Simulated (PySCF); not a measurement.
# ClF (chlorine monofluoride) at r2SCAN/cc-pVTZ

What is the energy change on altering one bond length of ClF (chlorine monofluoride) at r2SCAN/cc-pVTZ? The job is set up through a Python script.

The calculation is run with PySCF 2.14.0.

2 further runs of the same task are left out: 2 set aside as unsound or not needed.

**1. Starting point**

ClF has 2 atoms, charge 0, and is taken as a singlet. As SMILES, `FCl`. Geometry: relaxed at GFN2-xTB.

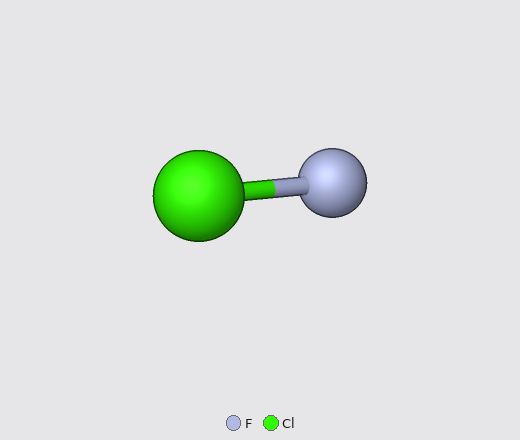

Viewed from a chosen angle; fluorine light blue, chlorine green.

**2. The energy at r2SCAN/cc-pVTZ**

Input file start.xyz:

```xyz
2

F      0.000000     0.000000     0.000000
Cl     0.000000     0.000000     1.682250
```

Input file input.py:

```python
from pyscf import gto, dft

mol = gto.M(
    atom='start.xyz',
    charge=0,
    spin=0,
    verbose=3,
    basis='cc-pvtz',
    max_memory=1860,
)

myscf = dft.RKS(mol, xc='r2scan')
myscf.conv_tol = 1e-10
myscf.grids.level = 5
myscf.kernel()
if not myscf.converged:
    myscf = myscf.newton().run(myscf.mo_coeff, myscf.mo_occ)

etot = myscf.e_tot
print('E(%s) = %.9f' % ('R2SCAN', etot))
```

Run with:

```
OMP_NUM_THREADS=1 python input.py
```

The program printed:

```text
converged SCF energy = -559.940529769568
E(R2SCAN) = -559.940529770
```

Run time: 6 s. Hardware: 1 thread of Arm Neoverse V2, shared host; peak memory 0.33 GiB.

**3. The distorted shape, same level**

Input file calc.py:

```python
from pyscf import gto, dft

mol = gto.Mole()
mol.atom = '''
F      0.000000     0.000000    -0.504650
Cl     0.000000     0.000000     1.682250
'''
mol.max_memory = 1860
mol.charge = 0
mol.basis = 'cc-pvtz'
mol.spin = 0
mol.verbose = 4
mol.build()

myscf = dft.RKS(mol)
myscf.xc = 'r2scan'
myscf.conv_tol = 1e-10
myscf.grids.level = 5
myscf.kernel()
if not myscf.converged:
    myscf = myscf.newton().run(myscf.mo_coeff, myscf.mo_occ)

e_final = myscf.e_tot
print('E = %.10f Eh' % e_final)
```

Run with:

```
OMP_NUM_THREADS=1 python calc.py
```

The program printed:

```text
PySCF version 2.14.0

[INPUT] num. atoms = 2
[INPUT] num. electrons = 26
[INPUT] charge = 0
[INPUT] spin (= nelec alpha-beta = 2S) = 0
[INPUT] symmetry False subgroup None
[INPUT] Mole.unit = angstrom
[INPUT] Symbol           X                Y                Z      unit          X                Y                Z       unit  Magmom
[INPUT]  1 F      0.000000000000   0.000000000000  -0.504650000000 AA    0.000000000000   0.000000000000  -0.953650288762 Bohr   0.0
[INPUT]  2 Cl     0.000000000000   0.000000000000   1.682250000000 AA    0.000000000000   0.000000000000   3.178991773050 Bohr   0.0

nuclear repulsion = 37.0223207603274
number of shells = 18
number of NR pGTOs = 101
number of NR cGTOs = 64
basis = cc-pvtz
ecp = {}

******** <class 'pyscf.dft.rks.RKS'> ********
method = RKS
initial guess = minao
damping factor = 0
level_shift factor = 0
DIIS = <class 'pyscf.scf.diis.CDIIS'>
diis_start_cycle = 1
diis_space = 8
diis_damp = 0
SCF conv_tol = 1e-10
SCF conv_tol_grad = None
SCF max_cycles = 50
direct_scf = True
direct_scf_tol = 1e-13
XC library pyscf.dft.libxc version 7.0.0
    S. Lehtola, C. Steigemann, M. J.T. Oliveira, and M. A.L. Marques.,  SoftwareX 7, 1–5 (2018)
XC functionals = r2scan
    J. W. Furness, A. D. Kaplan, J. Ning, J. P. Perdew, and J. Sun.,  J. Phys. Chem. Lett. 11, 8208-8215 (2020)
    J. W. Furness, A. D. Kaplan, J. Ning, J. P. Perdew, and J. Sun.,  J. Phys. Chem. Lett. 11, 9248-9248 (2020)
    J. W. Furness, A. D. Kaplan, J. Ning, J. P. Perdew, and J. Sun.,  J. Phys. Chem. Lett. 11, 8208-8215 (2020)
    J. W. Furness, A. D. Kaplan, J. Ning, J. P. Perdew, and J. Sun.,  J. Phys. Chem. Lett. 11, 9248-9248 (2020)
radial grids:
    Treutler-Ahlrichs [JCP 102, 346 (1995); DOI:10.1063/1.469408] (M4) radial grids

becke partition: Becke, JCP 88, 2547 (1988); DOI:10.1063/1.454033
pruning grids: <function nwchem_prune>
grids dens level: 5
symmetrized grids: False
atomic radii adjust function: <function treutler_atomic_radii_adjust>
small_rho_cutoff = 0
Set gradient conv threshold to 1e-05
Initial guess from minao.
tot grids = 86928
init E= -559.810989179628
  HOMO = -0.337545341974237  LUMO = -0.295759255993705  gap/eV = 1.13706
cycle= 1 E= -559.765598706921  delta_E= 0.0454  |g|= 0.66  |ddm|=    1

WARN: HOMO -0.116022041167691 == LUMO -0.116022041167676

cycle= 2 E= -558.547319261487  delta_E= 1.22  |g|= 2.07  |ddm|= 1.76
  HOMO = -0.327644842805825  LUMO = -0.284851841426589  gap/eV = 1.16446
cycle= 3 E= -559.823139696073  delta_E= -1.28  |g|= 0.488  |ddm|=  1.7
  HOMO = -0.339394197993135  LUMO = -0.302917976381478  gap/eV = 0.99257
cycle= 4 E= -559.874600256057  delta_E= -0.0515  |g|= 0.0871  |ddm|= 0.279
  HOMO = -0.338857044328807  LUMO = -0.301021468828413  gap/eV = 1.02956
cycle= 5 E= -559.876338942029  delta_E= -0.00174  |g|= 0.00579  |ddm|= 0.0425
  HOMO = -0.339400017275035  LUMO = -0.301677113507418  gap/eV = 1.02649
cycle= 6 E= -559.876343287851  delta_E= -4.35e-06  |g|= 0.00321  |ddm|= 0.00343
  HOMO = -0.339189483938967  LUMO = -0.301430773873063  gap/eV = 1.02747
cycle= 7 E= -559.87634557332  delta_E= -2.29e-06  |g|= 0.000706  |ddm|= 0.00165
  HOMO = -0.33917362699531  LUMO = -0.301409746410092  gap/eV = 1.02761
cycle= 8 E= -559.876345619649  delta_E= -4.63e-08  |g|= 0.000472  |ddm|= 0.000252
  HOMO = -0.339187674045658  LUMO = -0.301414586539114  gap/eV = 1.02786
cycle= 9 E= -559.876345676317  delta_E= -5.67e-08  |g|= 2.78e-05  |ddm|= 0.000273
  HOMO = -0.339183307375218  LUMO = -0.301410809074746  gap/eV = 1.02784
cycle= 10 E= -559.876345676521  delta_E= -2.04e-10  |g|= 3.5e-06  |ddm|= 2.04e-05
  HOMO = -0.339183441970555  LUMO = -0.301410935446937  gap/eV = 1.02784
cycle= 11 E= -559.876345676522  delta_E= -1.48e-12  |g|= 9.86e-07  |ddm|= 1.26e-06
  HOMO = -0.339183477754475  LUMO = -0.30141085548005  gap/eV = 1.02785
Extra cycle  E= -559.876345676514  delta_E= 8.53e-12  |g|= 6.02e-06  |ddm|= 3.55e-06
converged SCF energy = -559.876345676514
E = -559.8763456765 Eh
```

It took 6.9 s on 1 thread of Arm Neoverse V2, shared host; peak memory 0.33 GiB.

**4. Summary of results**

Level: r2SCAN/cc-pVTZ.

| quantity | value |
| --- | --- |
| first shape: total energy | -559.94053 Eh |
| first shape: dipole moment | 0.95 D |
| first shape: HOMO energy | -8.27 eV |
| first shape: LUMO energy | -4.66 eV |
| first shape: HOMO–LUMO gap | 3.61 eV |
| distorted shape: total energy | -559.87635 Eh |
| distorted shape: dipole moment | 1.70 D |
| distorted shape: HOMO energy | -9.23 eV |
| distorted shape: LUMO energy | -8.20 eV |
| distorted shape: HOMO–LUMO gap | 1.03 eV |
| energy change with the F1–Cl2 bond stretched from 1.682 to 2.187 Å | 1.747 eV |

In words: With the F1–Cl2 bond stretched from 1.682 to 2.187 Å the energy rises by 1.75 eV (169 kJ/mol). The first shape isn't relaxed at this level, so the change isn't measured from a minimum.
